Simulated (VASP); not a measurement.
**Molecular dynamics of H₁₄SO₆ (part 5 of 5)**

H₁₄SO₆ (disordered cell, 21 atoms in the cell); Kohn-Sham DFT of a periodic cell, PBE, VASP PAW PBE potentials, recommended, no spin polarisation (VASP 6.6.1); cutoff 520 eV, 1×1×1 k-mesh, fermi-dirac of 0.02 eV. It belongs to a series of runs on one base structure; here: dynamics from the start.

Geometry of the input (Å; fractional positions):
```
6.0000  0.0000  0.0000
0.0000  6.0000  0.0000
0.0000  0.0000  6.0000
O  0.1582  0.5703  0.4747
O  0.3020  -0.0612  0.2933
O  0.6420  0.1264  0.7461
O  0.2591  0.3542  0.8589
O  0.5380  0.3450  0.3730
O  0.9653  0.1924  0.1360
H  0.2103  0.7234  0.4274
H  0.0488  0.5231  0.3640
H  0.1628  0.0092  0.2361
H  0.3981  0.0666  0.3283
H  0.6936  -0.0260  0.7165
H  0.6466  0.2068  0.6018
H  0.2083  0.4284  0.7202
H  0.3687  0.2397  0.8151
H  0.6266  0.4288  0.2632
H  0.4014  0.4364  0.3990
H  1.0697  0.2590  0.0207
H  0.8287  0.1579  0.0474
H  0.6084  0.5194  0.9067
H  0.5684  0.8004  1.0623
S  0.7453  0.6747  0.9989
```

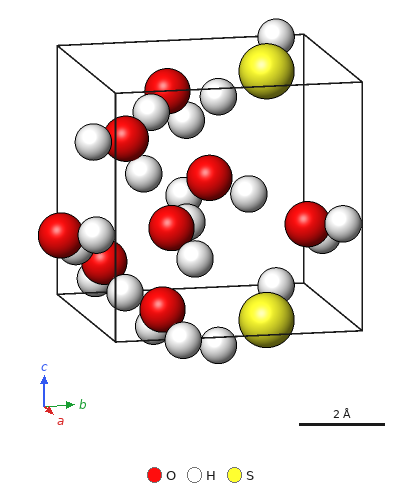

*The geometry at step 29 of the log (spheres-only view of the cell of the calculation, seen slightly off an axis).*

## Trajectory as extended XYZ, continued
```
21
Lattice="6.0000 0.0000 0.0000 0.0000 6.0000 0.0000 0.0000 0.0000 6.0000" Properties=species:S:1:pos:R:3:forces:R:3 step=20 energy=-98.56258 temperature=256.0
O     0.9149    3.4716    2.8360   -1.3927   0.4597  -2.1001
O     1.7904    5.6636    1.7457   -0.5337  -1.0712  -0.4238
O     3.7289    0.7730    4.4392    1.5960  -0.5800  -1.6093
O     1.5468    2.2483    5.1073    0.6353  -0.7426   0.6291
O     3.2951    2.0299    2.1682    0.4071  -1.1860   0.5774
O     5.8401    1.1581    0.7615    1.5035   0.2272   0.5223
H     1.0431    4.3945    2.3871    0.7463  -0.7793   1.0192
H     0.2213    3.0903    2.2034    0.8896   0.0560   1.1064
H     0.9883    0.0620    1.2895    0.7645   0.5175   0.3201
H     2.5117    0.2798    1.9725   -0.4667   0.6720  -0.1243
H     4.2400    5.9303    4.2293   -0.9083   0.7305   0.9068
H     3.8992    1.2768    3.5660   -0.6643  -0.1073   1.0131
H     1.2883    2.8497    4.3732    0.0083  -0.2153  -0.4586
H     2.2290    1.5708    4.8110   -0.6391   0.6322  -0.0344
H     3.8980    2.3514    1.4956    0.5370   0.5505  -0.5970
H     2.4742    2.5307    2.1123   -0.9420   0.7504   0.2109
H     0.5320    1.5362    0.1111   -0.0269   0.2368   0.1972
H     5.0791    1.2265    0.2025   -1.5603  -0.4163  -0.9209
H     3.7990    3.0564    5.4451   -0.6507  -0.6401  -0.4329
H     3.3199    4.5556    0.6194   -0.0296  -0.0228  -0.2291
S     4.4363    4.0516    0.0217    0.7254   0.9274   0.4349
21
Lattice="6.0000 0.0000 0.0000 0.0000 6.0000 0.0000 0.0000 0.0000 6.0000" Properties=species:S:1:pos:R:3:forces:R:3 step=29 energy=-98.78406 temperature=307.1
O     0.8919    3.4910    2.8222   -0.3650  -0.5102  -0.3538
O     1.7691    5.6720    1.7738   -1.1228   0.3021  -0.9159
O     3.7156    0.7910    4.4298   -0.4526   0.7819   1.9908
O     1.5446    2.3144    5.0905    1.0273  -0.6627   0.1905
O     3.3135    1.9967    2.1425    0.8217   0.1839  -0.8005
O     5.8627    1.1761    0.7038   -1.7497  -0.3606   0.4667
H     1.1443    4.3907    2.4409   -0.1352  -0.2648   0.0238
H     0.1951    3.0377    2.2840    0.6073   0.6124   0.1768
H     1.0177    0.2090    1.3375    0.1733  -0.9944   0.3570
H     2.4168    0.3793    1.8737    0.9458   0.4832   0.4692
H     4.0816    5.9151    4.4599    0.3840  -1.2283  -0.1409
H     3.7848    1.2106    3.5774    0.3270   0.3979  -1.6694
H     1.2630    2.8414    4.3139   -0.2748   0.2905  -0.4603
H     2.2998    1.7426    4.7551   -0.8009   0.1140   0.5046
H     3.9835    2.4098    1.5076   -0.8075  -0.3038   0.7173
H     2.5106    2.5600    2.1054   -0.2375   0.2611   0.2239
H     0.5071    1.5277    0.0679    1.0249   0.9004  -1.0475
H     5.0367    1.1563    0.1442    0.6217  -0.3753   0.4668
H     3.8402    3.0126    5.3670   -0.1032   0.5501   0.3226
H     3.3372    4.5347    0.6369   -0.5414   0.0089  -0.1193
S     4.4394    4.0429    0.0482    0.6595  -0.1940  -0.3992
21
Lattice="6.0000 0.0000 0.0000 0.0000 6.0000 0.0000 0.0000 0.0000 6.0000" Properties=species:S:1:pos:R:3:forces:R:3 step=39 energy=-98.72765 temperature=374.3
O     0.8818    3.4931    2.8186    0.3176  -1.1168   0.9385
O     1.7282    5.6863    1.7992    1.3685  -0.1202   0.4452
O     3.6990    0.7981    4.4549   -0.1406   1.1414   0.8282
O     1.5705    2.3854    5.0758   -0.1616   0.1034   0.4615
O     3.3150    1.9756    2.0961    0.1957   2.1774  -1.0133
O     5.8823    1.2140    0.6524   -1.2210  -0.1726  -1.0588
H     1.1603    4.3942    2.5570    0.0752   0.8984  -0.6185
H     0.2339    3.0973    2.2296   -0.3143   0.0235  -0.6019
H     0.9621    0.1252    1.3715   -0.3998   0.6357  -0.4059
H     2.4140    0.3966    1.9867   -0.8508  -0.3626  -0.3687
H     3.8277    5.8845    4.6891    0.1250  -1.3313   0.0522
H     3.7455    0.9372    3.4999    0.1866   0.2711  -0.7200
H     1.2003    2.8130    4.2620    0.1674   0.0465  -0.2243
H     2.3454    1.8338    4.8161   -0.1923  -0.3560  -0.0469
H     4.0505    2.4613    1.5049   -1.8112  -1.0664   1.2904
H     2.5383    2.6659    2.1949    1.2986  -1.3562  -0.1028
H     0.4812    1.6619    5.9261   -0.2461  -0.3408   0.5103
H     5.0334    0.9291    0.1655    1.6111   0.5379   0.6527
H     3.8499    3.0741    5.3580   -0.3682  -0.3350  -0.2936
H     3.2405    4.5614    0.5556    0.7901  -0.4174  -0.4218
S     4.4508    4.0315    0.0538   -0.4284   1.1418   0.6955
```

## Results in brief

- outcome: finished
- mean temperature over the second half: 317 K
- trajectory: 40 frames kept
- electrons treated: 56
- potential energy (free energy of the electrons) (last step): −98.7276 eV
- Fermi energy of the self-consistent step (last step): −2.227 eV
- pressure (without the kinetic term) (last step): 0.12 GPa
- final volume (last step): 216.00 Å³
- largest force (length of the vector) (last step): 2.466 eV/Å
- hardware: 1 thread of AMD EPYC (Zen 5), 192 GiB of memory available, shared host
- wall time: 4.8 min
- peak memory: 0.3 GiB

The k-point mesh is coarse for a cell of this size, so the results may not be converged.
